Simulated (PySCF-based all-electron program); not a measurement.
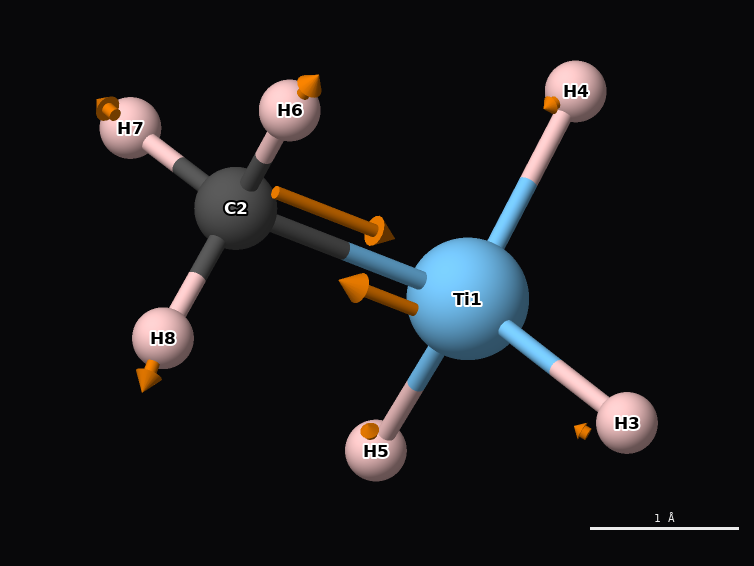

Arrows show the forces on the atoms, 4 Å of arrow for 1 eV/Å; forces under a tenth of the largest aren't drawn. The species is neutral and a spin singlet. Level of theory: PBEsol, all-electron, scalar-relativistic (Koelling-Harmon), large uncontracted Gaussian sets (PySCF-based all-electron program).

On which atom is the force largest, and how large is it?

Answer. On C2: 0.26 eV/Å.

Along which bond is the force strongest?

Answer. Ti1–C2, now 2.033 Å: the forces pull its atoms together, so a first step downhill shortens it.

List the force components in the frame of the picture (x right, y up, z towards the viewer), in eV/Å.

```tsv
atom	Fx	Fy	Fz
Ti1	−0.13	0.05	0.09
C2	0.20	−0.08	−0.15
H3	−0.02	0.01	0.00
H4	−0.02	−0.01	0.02
H5	−0.01	0.02	0.02
H6	0.03	0.03	0.04
H7	−0.03	0.03	−0.04
H8	−0.02	−0.05	0.02
```
